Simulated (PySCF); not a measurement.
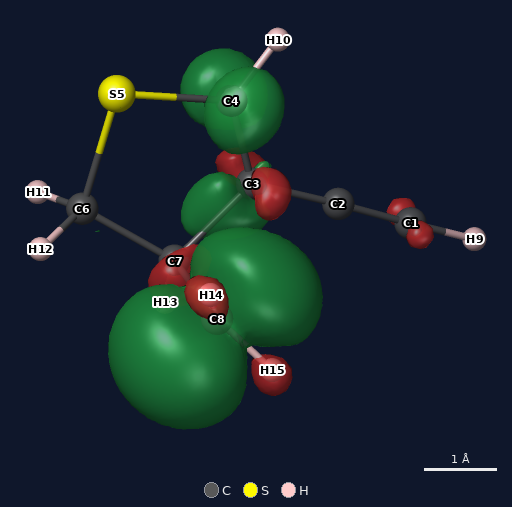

Figure 1: C7H7S (doublet). Isosurfaces of the spin density (α minus β) at +0.02 (green) and −0.02 e/Å³ (red), seen at a tilt.

Geometry: GFN2-xTB.

The calculation used UKS B3LYP, pcH-1 on C H S, non-relativistic, mean-field spin-orbit, GIAO in PySCF 2.14.0, density-fitted response routines.

```xyz
15

C     2.9004   -0.9802    0.2523
C     1.8649   -0.3723    0.1876
C     0.6458    0.3072    0.0610
C     0.4054    1.5550    0.5035
S    -1.1774    2.1736    0.1512
C    -1.5782    0.7088   -0.8795
C    -0.5768   -0.3886   -0.5273
C    -0.9770   -1.2180    0.6246
H     3.8101   -1.4965    0.3257
H     1.0911    2.1898    1.0323
H    -1.4937    1.0173   -1.9219
H    -2.6043    0.4144   -0.6710
H    -0.3199   -0.9916   -1.4021
H    -1.5308   -0.7700    1.4282
H    -0.4641   -2.1410    0.8135
```

**Describe the spin distribution.**

The unpaired spin (1 electron) lies mostly on C8 (about 0.7) and C4 (about 0.1), in electrons by Hirshfeld's partition.
